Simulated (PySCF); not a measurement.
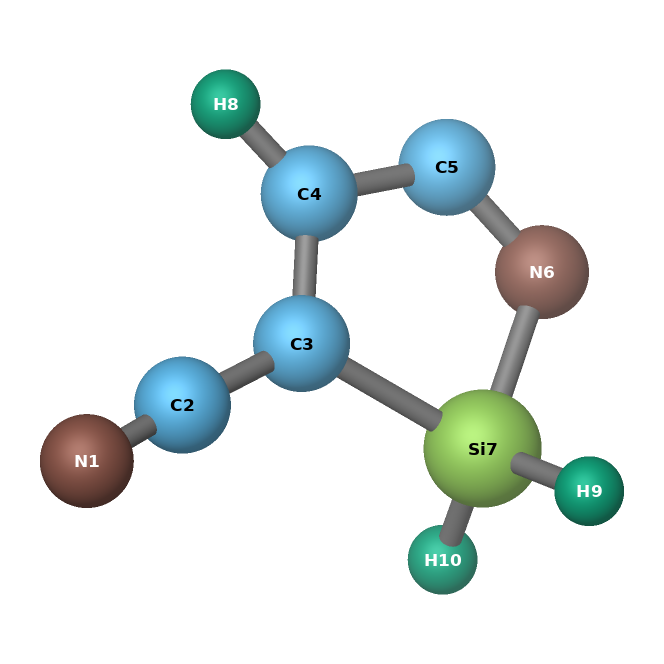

The species is neutral and a spin doublet. The computed structure is the end point of a GFN2-xTB optimisation. No frequency run is at hand to confirm it as a minimum. Level of theory: UKS B3LYP, pcH-1 on C H N Si, non-relativistic (PySCF 2.14.0). Fermi-contact and spin-dipolar terms alone, no spin-orbit part.

> Which nucleus has the largest dipolar (anisotropic) hyperfine coupling?

13C at C5: principal values −55.6, −48.3, 104.0 MHz.

List the isotropic and dipolar parts for the most strongly coupled nuclei, one of each equivalent set.

```tsv
atom	isotope	a_iso (MHz)	dipolar part (MHz)
C5	13C	478.2	−55.6, −48.3, 104.0
Si7	29Si	−166.4	−30.3, 15.0, 15.3
C4	13C	147.6	−11.2, −10.0, 21.2
N6	14N	91.5	−11.3, −6.0, 17.3
H8	1H	−5.3	−7.4, −5.4, 12.8
C3	13C	5.8	−5.2, −0.9, 6.0
H9	1H	2.6	−2.4, −1.6, 4.0
N1	14N	0.5	−1.2, −0.7, 1.9
```

The geometry is semi-empirical. Around Si such bond lengths and angles can be off by a tenth of an ångström or more and by several degrees, and values that hang on the shape move with them.
